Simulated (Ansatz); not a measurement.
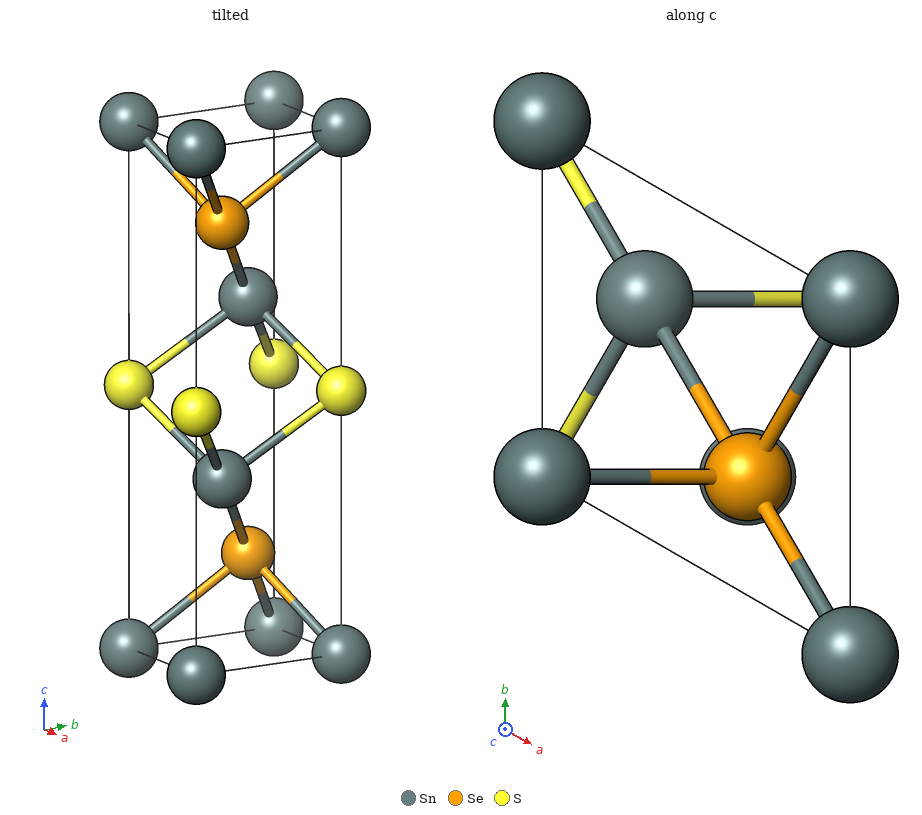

Crystal structure, ball-and-stick style, seen slightly off an axis and along the c axis. The edges of the conventional unit cell are marked.

Sn₃Se₂S, space group P-3m1 (No. 164), a = 4.238 Å, b = 4.238 Å, c = 10.372 Å, α = 90.00°, β = 90.00°, γ = 120.00°. The structure was taken from a structure type filled with these elements by a generator (whether the compound takes this form wasn't checked). Earlier steps of the study, as a rule a relaxation of our own, may have changed the cell and positions, so they can lie some per cent off the listed ones. It went into a calculation with Ansatz.

This one geometry was computed with Ansatz (DFT, plane waves, PAW) at three levels of theory: LDA, PBE and r2SCAN.

Q: Which level gives the highest pressure at this volume, and what does that say about its equilibrium volume?

A: Highest: PBE (0.0 GPa), which points to the largest equilibrium volume. Lowest, with the smallest volume: LDA (-4.3 GPa). Levels within 0.5 GPa of each other can't be told apart.

Q: How does the band gap change with the level of theory?

A: r2SCAN: a gap of 0.03 eV, direct; PBE: a gap of 0.10 eV, direct; LDA: a gap of 0.13 eV, direct.

Q: Collect the results in a table.

A:
| level | cutoff (eV) | k-mesh of the run's cell | gap (eV) | pressure (GPa) |
| --- | --- | --- | --- | --- |
| LDA | 420 | 12×12×4 | 0.13 | -4.3 |
| PBE | 420 | 12×12×4 | 0.10 | 0.0 |
| r2SCAN | 500 | 12×12×4 | 0.03 | -1.1 |

Gaps are taken on the k-mesh or band path of each run.
